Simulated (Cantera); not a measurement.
Feed: 1 mol H₂O, 0.32 mol O₂, equilibrated at 100000 Pa.

Method: chemical equilibrium by Gibbs-energy minimisation in Cantera with the NASA 1993 tables (ideal gas, pure condensed phases). Candidate condensed phases: H₂O; 9 gas species. The numbers say what is thermodynamically allowed, not how fast it happens.

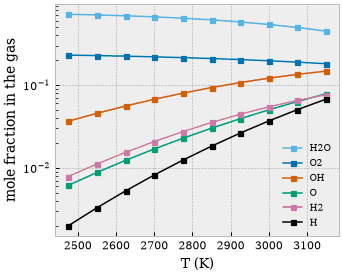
*Equilibrium gas composition (values under 1e-9 drawn at 1e-9)*

From 2475 K to 3150 K nothing is condensed.
